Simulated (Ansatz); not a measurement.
**Preparing CaLa2S4 (I-42d) as a host crystal**

Before any defect goes in: CaLa2S4 (I-42d) at rest, and how it screens a charge.

Program: Ansatz 0.2.0. Level of theory: plane-wave PAW DFT, PBEsol; relaxation of the host's cell and atoms, in the first sound run; inputs show where later runs differ. Results are calculated unless marked as measured.

## Step 1: Starting point

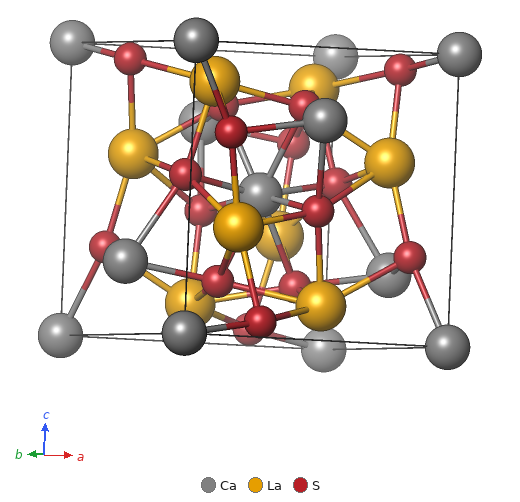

The starting structure, seen slightly off an axis (calcium grey, lanthanum orange, sulfur red). This picture shows the conventional cell, with its axes. Some periodic images of atoms are drawn too.

## Step 2: Host cell relaxation

Cell and atoms are relaxed together, until forces and stress fall under their thresholds.

Input file cell/input.yaml:

```yaml
crystal:
  lattice:
    - [-4.3410624, 4.3410624, 4.3709509]
    - [4.3410624, -4.3410624, 4.3709509]
    - [4.3410624, 4.3410624, -4.3709509]
  atoms:
    - { symbol: Ca, position: [0.0, 0.0, 0.0] }
    - { symbol: Ca, position: [0.75, 0.25, 0.5] }
    - { symbol: La, position: [0.875, 0.49433942, 0.11933942] }
    - { symbol: La, position: [0.50566058, 0.625, 0.38066058] }
    - { symbol: La, position: [0.375, 0.75566058, 0.88066058] }
    - { symbol: La, position: [0.24433942, 0.125, 0.61933942] }
    - { symbol: S, position: [0.12381556, 0.37622795, 0.89137765] }
    - { symbol: S, position: [0.12622795, 0.37381556, 0.39137765] }
    - { symbol: S, position: [0.62377205, 0.5151497, 0.74758761] }
    - { symbol: S, position: [0.98243791, 0.7348503, 0.60862235] }
    - { symbol: S, position: [0.2651497, 0.87377205, 0.24758761] }
    - { symbol: S, position: [0.62618444, 0.01756209, 0.75241239] }
    - { symbol: S, position: [0.76756209, 0.87618444, 0.25241239] }
    - { symbol: S, position: [0.4848503, 0.23243791, 0.10862235] }
basis:
  ecutwfc: 420
  xc_grid: 2
hamiltonian:
  xc: pbesol
kpoints:
  mp_grid: { grid: [5, 5, 5] }
scf:
  occupations: { method: fixed }
  max_iter: 100
relax:
  f_tol: 0.005
  max_steps: 60
  cell: {}
output:
  forces: true
  stress: true
checkpoint:
  write: "../cell.run"
  compress: false
  write_wavefunctions: false
  write_every: 100000
```

On the command line:

```
> ansatz run input.yaml --threads 8 --pin off --max-ram 14131MiB --backend cpu --events-out ev --progress --plain --runs-dir out
```

Numbers of over 12 decimals in the logs are rounded to 6 here.

Output:

```text
[... repeated set-up lines and file paths are left out, and long positions are rounded to six places ...]
Engine: ansatz 0.2.0, aarch64-unknown-linux-gnu
Pseudopotentials: kind: paw
Pseudopotential: Ca, paw, valence charge 10, recommended cutoff 420 eV (normal), Ca.paw.azcp
Pseudopotential: La, paw, valence charge 11, recommended cutoff 420 eV (normal), La.paw.azcp
Pseudopotential: S, paw, valence charge 6, recommended cutoff 420 eV (normal), S.paw.azcp
Functional definition: PBEsol
  exchange = pbesol_x
  correlation = pbesol_c
Crystal: 14 atoms, lattice volume = 329.479 Å³
Basis set: ecut = 420 eV, 6483 PW (Γ), exchange–correlation on 108×108×108 points (8 copies of the dense FFT grid, shifted against one another)
Bands: 70, of which v1, the nominal top of the filled ones, is band 56 counted from 1 (55 counted from 0)
Symmetry: 8 space group operations
Space group: I-42d (ITA 122), of the structure as read, at distance tolerance 6.9e-5 Å
k-points: 18 of 125 (time reversal used)
Non-local potential: Ca, projectors of the file, l = 0: 3, l = 1: 2, l = 2: 2
Non-local potential: La, projectors of the file, l = 0: 3, l = 1: 2, l = 2: 2, l = 3: 3
Non-local potential: S, projectors of the file, l = 0: 2, l = 1: 2, l = 2: 2
PAW form: soft (Blöchl's): semilocal exchange-correlation on the pseudo side does not see the compensation charge
PAW frozen core: Ca, regenerated for the run's functional, and the local potential with it (the file was generated under x = pbe(κ = 0.804, μ = 0.219515), c = pbe(β = 0.066725))
PAW frozen core: La, regenerated for the run's functional, and the local potential with it (the file was generated under x = pbe(κ = 0.804, μ = 0.219515), c = pbe(β = 0.066725))
PAW frozen core: S, regenerated for the run's functional, and the local potential with it (the file was generated under x = pbe(κ = 0.804, μ = 0.219515), c = pbe(β = 0.066725))
PAW one-centre angular grid: Ca, 110 points (default); XC on 64 Gauss nodes
PAW one-centre angular grid: La, 590 points (default); XC on 64 Gauss nodes
PAW one-centre angular grid: S, 110 points (default); XC on 64 Gauss nodes
Initial density: superposition of atomic densities (neutral atoms: chi_scale 0, normalization atom), corrected by the library's trained network
Initial wavefunctions: pseudopotential atomic-orbital guess
Functional: x = pbesol(κ = 0.804, μ = 0.123457), c = pbesol(β = 0.046)
SCF iter   1: F=—  HF=-35342.896535 eV  |F-HF|=—  |Δ(HF+E_count)|=         —  Δρ=5.54e-3  dr2=1.52e-1  ethr=1.77e-3  ⟨swp⟩=6.1  Hψ=4233  notcnv=0  defer=186
preconditioner: auto → Resta (q_TF=auto, 2.279 Å⁻¹)  ε∞=4.7  [insulator: Δε(μ)=2.023 eV  Ē_g=10.022 eV  n_scr=62 (ndim 8)  ℏωp=19.2 eV  f_vac=0.000  ε∞_Penn≈4.7]
SCF iter   2: F=—  HF=-35342.868963 eV  |F-HF|=—  |Δ(HF+E_count)|=   2.76e-2  Δρ=2.14e-3  dr2=1.42e-2  ethr=1.36e-4  ⟨swp⟩=3.7  Hψ=2017  notcnv=0  defer=216
SCF iter   3: F=—  HF=-35342.868329 eV  |F-HF|=—  |Δ(HF+E_count)|=   6.34e-4  Δρ=8.14e-4  dr2=1.77e-3  ethr=1.27e-5  ⟨swp⟩=3.3  Hψ=2078  notcnv=0  defer=162
automatic band count: iteration 3 solves 67 bands in place of 70: the levels show a gap, and the empty bands left out lie too high to hold charge; the band table lists the bands solved (type scf.n_extra_bands for more)
SCF iter   4: F=—  HF=-35342.868671 eV  |F-HF|=—  |Δ(HF+E_count)|=   3.42e-4  Δρ=1.41e-4  dr2=6.83e-5  ethr=1.58e-6  ⟨swp⟩=2.7  Hψ=2123  notcnv=0  defer=162
SCF iter   5: F=—  HF=-35342.868593 eV  |F-HF|=—  |Δ(HF+E_count)|=   7.80e-5  Δρ=2.74e-5  dr2=3.20e-6  ethr=6.10e-8  ⟨swp⟩=2.7  Hψ=2055  notcnv=0  defer=160
SCF iter   6: F=—  HF=-35342.868594 eV  |F-HF|=—  |Δ(HF+E_count)|=   1.05e-6  Δρ=6.72e-6  dr2=2.50e-7  ethr=2.86e-9  ⟨swp⟩=2.0  Hψ=1532  notcnv=0  defer=159
SCF iter   7: F=-35342.868594 eV  HF=-35342.868594 eV  |F-HF|=1.62e-9  |Δ(HF+E_count)|=   4.58e-8  Δρ=1.33e-6  dr2=6.62e-9  ethr=8.93e-11  ⟨swp⟩=4.1  Hψ=4303  notcnv=0
SCF 1 converged in 7 iterations: F = -35342.868594 eV  dr2 = 6.62e-9
  greatest PAW one-centre occupation: 0.995 electrons in one spin orbital (limit 2), on the Ca atom at site 1 (counted from 0), in its partial waves of l = 0
relax step   1: F+E_penalty+E_count = -35342.86859390 eV  Δ(F+E_penalty+E_count) = +0.000e0 eV  max|allowed force component| = 5.410e-2 eV/Å  Δτ_max = 0.0000 Å  P = -3.048 GPa  Ω = 329.479 Å³  (7 SCF iters, dr2 threshold 1.00e-7 eV, accepted)
[... the SCF cycles and remarks between the steps are left out from here to the last step ...]
relax step   2: F+E_penalty+E_count = -35342.83727827 eV  Δ(F+E_penalty+E_count) = +3.132e-2 eV  max|allowed force component| = 2.843e-1 eV/Å  Δτ_max = 0.0334 Å  P = +4.191 GPa  Ω = 300.499 Å³  energy of the carried Pulay correction = +5.394e-4 eV  (6 SCF iters, dr2 threshold 1.40e-6 eV, rejected (line search))
relax step   3: F+E_penalty+E_count = -35343.02207713 eV  Δ(F+E_penalty+E_count) = -1.535e-1 eV  max|allowed force component| = 5.618e-2 eV/Å  Δτ_max = 0.0258 Å  P = -0.448 GPa  Ω = 316.485 Å³  energy of the carried Pulay correction = +2.358e-4 eV  (8 SCF iters, accepted)
relax step   4: F+E_penalty+E_count = -35343.02859809 eV  Δ(F+E_penalty+E_count) = -6.521e-3 eV  max|allowed force component| = 6.145e-2 eV/Å  Δτ_max = 0.0409 Å  P = -0.119 GPa  Ω = 314.009 Å³  energy of the carried Pulay correction = +2.819e-4 eV  (5 SCF iters, dr2 threshold 7.04e-7 eV, accepted)
relax step   5: F+E_penalty+E_count = -35343.03292562 eV  Δ(F+E_penalty+E_count) = -4.328e-3 eV  max|allowed force component| = 1.657e-3 eV/Å  Δτ_max = 0.0164 Å  P = +0.001 GPa  Ω = 313.884 Å³  energy of the carried Pulay correction = +2.842e-4 eV  (5 SCF iters, dr2 threshold 2.36e-7 eV, accepted)
Basis set: ecut = 420 eV, 6115 PW (Γ), exchange–correlation on 100×100×100 points (8 copies of the dense FFT grid, shifted against one another)
Initial wavefunctions: pseudopotential atomic-orbital guess (no wavefunctions were taken with the density)
iter 1 solved again at ethr=2.70e-7 eV; its pass at ethr=3.10e-3 eV (dr2=3.02e-4 eV) is discarded
SCF iter   1: F=—  HF=-35343.032753 eV  |F-HF|=—  |Δ(HF+E_count)|=         —  Δρ=1.30e-5  dr2=8.69e-8  ethr=2.70e-7  ⟨swp⟩=3.5  Hψ=7530  notcnv=0  defer=216
eigensolver tolerance schedule: the retry pair's looser diagonalisation over-reported the residual by 3477.69 of it (diagonalisation noise at 0.43 of the residual, at the tolerance the schedule requests for it); [...]
SCF iter   2: F=—  HF=-35343.032660 eV  |F-HF|=—  |Δ(HF+E_count)|=   9.35e-5  Δρ=6.90e-6  dr2=3.04e-8  ethr=7.76e-11  ⟨swp⟩=3.0  Hψ=3105  notcnv=0  defer=214
SCF iter   3: F=—  HF=-35343.032660 eV  |F-HF|=—  |Δ(HF+E_count)|=   6.07e-8  Δρ=1.36e-6  dr2=3.37e-9  ethr=2.71e-11  ⟨swp⟩=2.9  Hψ=2081  notcnv=0  defer=214
SCF iter   4: F=—  HF=-35343.032660 eV  |F-HF|=—  |Δ(HF+E_count)|=   1.78e-9  Δρ=3.31e-7  dr2=5.80e-10  ethr=3.01e-12  ⟨swp⟩=2.1  Hψ=1631  notcnv=0  defer=214
SCF iter   5: F=-35343.032660 eV  HF=-35343.032660 eV  |F-HF|=2.18e-11  |Δ(HF+E_count)|=  8.00e-11  Δρ=7.22e-8  dr2=2.69e-11  ethr=1.00e-12  ⟨swp⟩=4.9  Hψ=4430  notcnv=0
SCF 6 converged in 5 iterations: F = -35343.032660 eV  dr2 = 2.69e-11
relax step   6: F+E_penalty+E_count = -35343.03265968 eV  Δ(F+E_penalty+E_count) = +2.659e-4 eV  max|allowed force component| = 1.673e-3 eV/Å  Δτ_max = 0.0000 Å  P = +0.001 GPa  Ω = 313.884 Å³  stress off target by 1.69e-3 GPa  SCF on the basis re-selected at this cell (its energy is not comparable with the rows above)  (5 SCF iters)
basis re-selected at this cell: Δ(F+E_penalty+E_count) = +2.659e-4 eV, ΔP = +0.000 GPa vs the last step (what re-selecting the basis moved, of the pressure what is left beyond the Pulay correction that the steps carried, after the strain that the cell walked [...]
SCF converged after 5 iterations
Free energy (F): -35343.032660 eV
Harris-Foulkes:  -35343.032660 eV  (|F-HF|=2.18e-11)
Internal energy: -35343.032660 eV  (E = F + TS)
E sigma→0 (E₀):  -35343.032660 eV
Fermi energy:    8.927662 eV
--- Per-component energies (eV) ---
  E_band       = -285.555742
  E_kinetic    = 2187.952357
  E_local      = -3169.654117  (includes V_loc(G=0)·N_el)
  E_nonlocal   = 749.128881
  E_hartree    = 1011.205768
  E_xc         = -1603.793628
  E_vxc        = -1641.494161  (∫ρ·V_xc dr)
  E_paw        = -27665.314747  (= ΣΔE_a)
  E_vpaw       = -433.900212  (= ΣTr[D̂ρ^β])
  E_aug_tail   = 0.000001  (compensation charges beyond the density's cutoff)
  E_ewald      = -6853.968395
  E_core_change = 1.411221  (= ΣΔE_core)
  E_smearing   = -0.000000  (= −TS)
  E_closure    = 0.000000  (closes the sum)
  Σ components = -35343.032660   (vs F -35343.032660, Δ=0.00e0)
--- Forces (eV/Å), atoms counted from 1 ---
  atom   1  Ca    -0.00000000    -0.00000000     0.00000000
  atom   2  Ca    -0.00000000    -0.00000000     0.00000000
  atom   3  La    -0.00022412    -0.00000000     0.00000000
  atom   4  La     0.00000000     0.00022412    -0.00000000
  atom   5  La     0.00022412    -0.00000000    -0.00000000
  atom   6  La     0.00000000    -0.00022412     0.00000000
  atom   7  S     -0.00121653    -0.00167315    -0.00090026
  atom   8  S     -0.00167315    -0.00121653    -0.00090026
  atom   9  S     -0.00167315     0.00121653     0.00090026
  atom  10  S      0.00167315     0.00121653    -0.00090026
  atom  11  S      0.00121653    -0.00167315     0.00090026
  atom  12  S     -0.00121653     0.00167315     0.00090026
  atom  13  S      0.00167315    -0.00121653     0.00090026
  atom  14  S      0.00121653     0.00167315    -0.00090026
  max |Σ_I F_I| component: 2.99e-17 eV/Å
--- Stress (GPa, compression-positive) ---
        0.000276      -0.000000       0.000000
        0.000000       0.000276      -0.000000
        0.000000      -0.000000       0.001691
  P = ⅓ Tr σ = 0.0007 GPa (0.007 kbar)
--- Relaxed structure (5 steps of the walk, 4 accepted, 1 SCFs on fresh bases) ---
  F+E_penalty+E_count = -35343.03265968 eV   max|allowed force component| = 1.673e-3 eV/Å   (the final SCF, on the basis selected at the relaxed cell)
  cell:  # Å, volume = 313.8836 Å³
    - [-4.273645, 4.273645, 4.296469]
    - [4.273645, -4.273645, 4.296469]
    - [4.273645, 4.273645, -4.296469]
  atoms:
    - { symbol: Ca, position: [0, -2.559149906925262e-19, 0] }
    - { symbol: Ca, position: [0.75, 0.250000, 0.5] }
    - { symbol: La, position: [0.875000, 0.495568, 0.120568] }
    - { symbol: La, position: [0.504432, 0.625, 0.379432] }
    - { symbol: La, position: [0.375, 0.754432, 0.879432] }
    - { symbol: La, position: [0.245568, 0.125000, 0.620568] }
    - { symbol: S, position: [0.123120, 0.375196, 0.897198] }
    - { symbol: S, position: [0.125196, 0.373120, 0.397198] }
    - { symbol: S, position: [0.624804, 0.522003, 0.747924] }
    - { symbol: S, position: [0.975922, 0.727997, 0.602802] }
    - { symbol: S, position: [0.272003, 0.874804, 0.247924] }
    - { symbol: S, position: [0.626880, 0.024078, 0.752076] }
    - { symbol: S, position: [0.774078, 0.876880, 0.252076] }
    - { symbol: S, position: [0.477997, 0.225922, 0.102802] }
```

The job ended after 34 s (8 threads of Arm Neoverse V1, shared host; peak memory 1.3 GiB; 4.2 min of CPU time).

Relaxation path:

| step | energy less that of the first step (eV) | largest force component (eV/Å) | pressure (GPa) | volume (Å³) |
| --- | --- | --- | --- | --- |
| 1 | 0.0000 | 0.0541 | -3.05 | 329.48 |
| 2 | 0.0313 | 0.2843 | 4.19 | 300.50 |
| 3 | -0.1535 | 0.0562 | -0.45 | 316.49 |
| 4 | -0.1600 | 0.0615 | -0.12 | 314.01 |
| 5 | -0.1643 | 0.0017 | 0.00 | 313.88 |
| 6* | -0.1641 | 0.0017 | 0.00 | 313.88 |

Relaxation steps marked * repeat the geometry before them on a plane-wave basis chosen anew for their cell, so energy and pressure can jump there. Relaxation step 2 was tried and not accepted.

The run keeps the 8 symmetry operations that it works with, so distortions that break them were not tested.

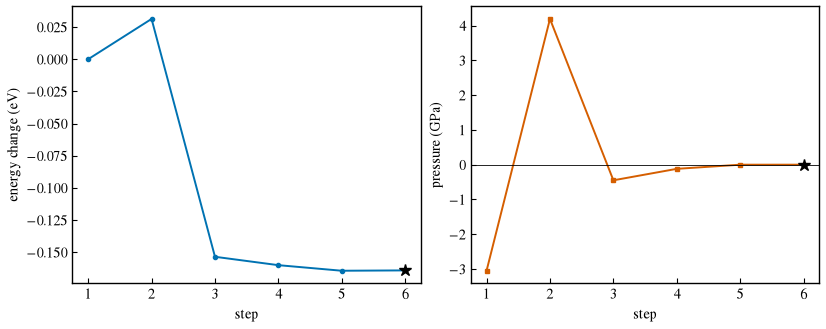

Energy and pressure along the relaxation. Stars mark steps on a basis chosen anew.

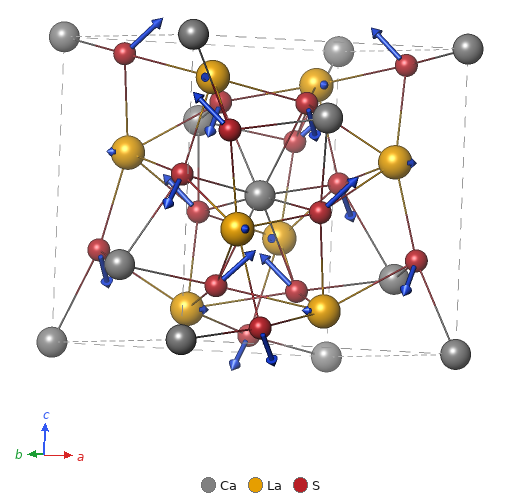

Displacements in the relaxation, exaggerated, measured against the changing cell; the longest in the cell stands for 0.05 Å. Some periodic images of atoms are drawn too.

| conventional cell, symmetrised | before | after | change |
| --- | --- | --- | --- |
| a (Å) | 8.682 | 8.547 | -1.6 % |
| b (Å) | 8.682 | 8.547 | -1.6 % |
| c (Å) | 8.742 | 8.593 | -1.7 % |
| volume (Å³/atom) | 23.53 | 22.42 | -4.7 % |

The atoms that moved most (Å, as changes of fractional coordinates times the final cell):

| atom | dx | dy | dz | length |
| --- | --- | --- | --- | --- |
| S11 | -0.023 | 0.026 | 0.032 | 0.048 |
| S14 | -0.023 | -0.026 | -0.032 | 0.048 |
| S12 | 0.023 | -0.026 | 0.032 | 0.048 |
| S7 | 0.023 | 0.026 | -0.032 | 0.048 |
| S8 | 0.026 | 0.023 | -0.032 | 0.048 |
| S9 | 0.026 | -0.023 | 0.032 | 0.048 |
| S13 | -0.026 | 0.023 | 0.032 | 0.048 |
| S10 | -0.026 | -0.023 | -0.032 | 0.048 |

This step gave:

* pressure: 7.48e-4 GPa

The relaxation ends with a largest force component of 0.0017 eV/Å and a pressure of 0.00 GPa.

(Part 1 of 3 ends here.)

[Logs are printed without paths, hosts, clocks, repeated set-up lines and the standing remarks that a program may print on its own settings, such as how far it seeks lower states.]

[Hosts, paths, dates, database ids (printed as entryN), source tags and the programs' standing remarks are cut or masked in the printed files.]

[Runs of the host that timed out are not shown.]

[For some hosts the program warned that the k-mesh of the response run may be too coarse for force constants and the static dielectric constant; such warnings are not always shown.]
